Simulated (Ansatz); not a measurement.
# GaH4NO···HF: what the fields show

The calculation's input:

```
crystal:
  periodic: [false, false, false]
  atoms:
    - { symbol: Ga, position_ang: [0.0, 0.0, 0.0] }
    - { symbol: H, position_ang: [0.0, 0.0, 1.92] }
    - { symbol: O, position_ang: [1.5501, 0.0, -0.895] }
    - { symbol: H, position_ang: [1.85, -0.9519, -1.0499] }
    - { symbol: "N", position_ang: [-1.6714, 0.0, -0.965] }
    - { symbol: H, position_ang: [-2.3403, -0.8164, -0.8664] }
    - { symbol: H, position_ang: [-1.9204, 0.8164, -1.5936] }
    - { symbol: F, position_ang: [-0.2501, 1.8814, 0.6306] }
    - { symbol: H, position_ang: [-0.134, 1.0079, 1.7717] }
basis:
  gaussian: { orbitals: def2-SVP }
hamiltonian:
  xc: pbe0
  dispersion: d4
relax:
  f_tol: 0.15
  max_steps: 25
  restrain:
    - { distance: [0, 7], at: 2.9, k: 30.0 }
    - { distance: [8, 1], at: 1.86, k: 30.0 }
    - { distance: [0, 1], at: 1.57, k: 30.0 }
    - { distance: [8, 7], at: 0.92, k: 30.0 }
output:
  orbitals: {}
```

Command:

```sh
ansatz run input.yaml --threads 2 --pin off --max-ram 3072MiB --backend cpu --events-out ev --progress --plain --runs-dir out
```

The fields are those of the run's last geometry, not of the input's.

These are results of RKS PBE0-D4/def2-SVP in Ansatz, not measurements.

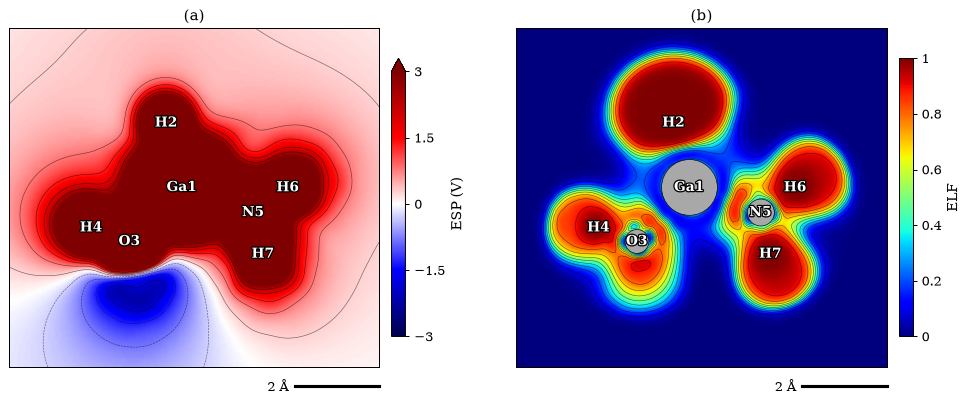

Figure 1. (a) molecular electrostatic potential; (b) electron localisation function on the plane of atoms Ga1, O3 and H4. Grey discs cover the atomic cores in the ELF map.

What do the fields say about this system?

Answer. The section cuts through Ga, H, O and N sites.
Ga–O (1.78 Å): the ELF peaks at about 0.85 in the valence shell of O, 0.6 Å from its nucleus, and is about 0.20 at the midpoint.
Ga–N (1.80 Å): the ELF peaks at about 0.85 in the valence shell of N, 0.6 Å from its nucleus, and is about 0.35 at the midpoint.
O–H (0.96 Å): the ELF climbs to about 1 towards the hydrogen, as it does in any bond to H: an ordinary covalent bond to hydrogen.
N–H (1.01 Å): the ELF climbs to about 1 towards the hydrogen: an ordinary covalent bond to hydrogen.
Ga–H (1.57 Å): the ELF climbs to about 1 towards the hydrogen.
The ELF also peaks beside O3, away from the bonds: lone-pair regions.
Outside the dense part of the complex the potential is most negative (−2.2 V) near O3.

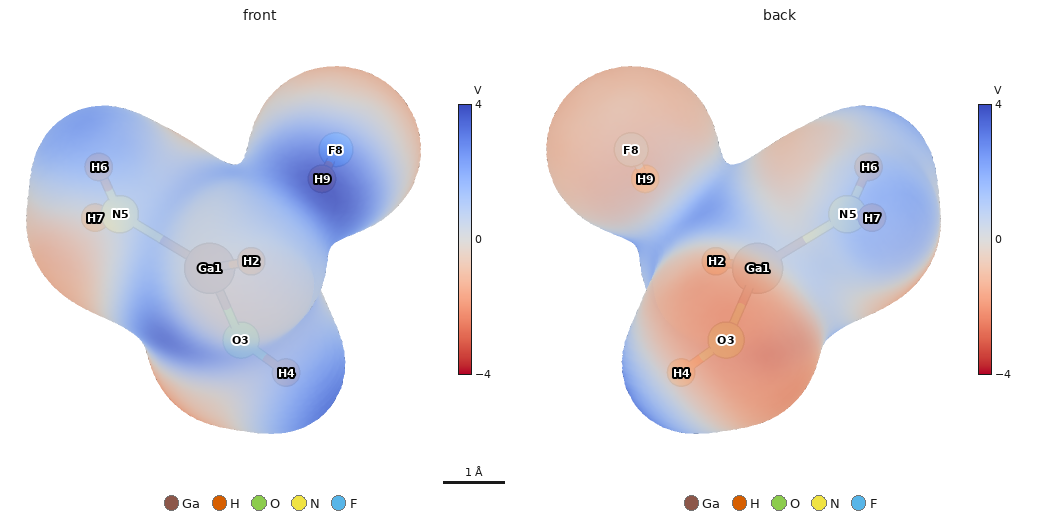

Figure 2. The electrostatic potential painted on the density surface at 0.004 e/bohr³, seen from the front and from behind; red is negative and blue positive.

Where is the surface potential most negative and most positive?

Answer. The most negative region (about −2.1 V) lies over O3, the most positive (about +3.5 V) over H9. O3 is the likeliest acceptor of a hydrogen bond.

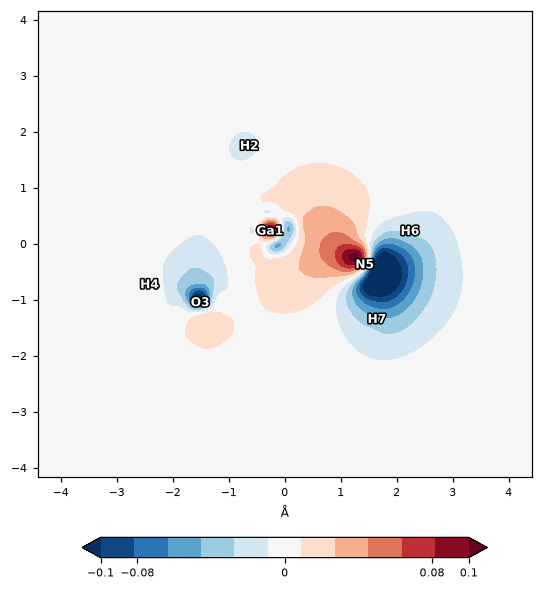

Figure 3. The HOMO on the plane of atoms O3, Ga1 and N5 (values in Å⁻³ᐟ²; the overall sign is arbitrary).

Where does this orbital lie, and at what energy?

Answer. By Hirshfeld shares it lies mainly on N5 (about 70 %), Ga1 (about 10 %) and O3 (about 10 %); largely a lone pair of N5. Its energy is −7.18 eV.
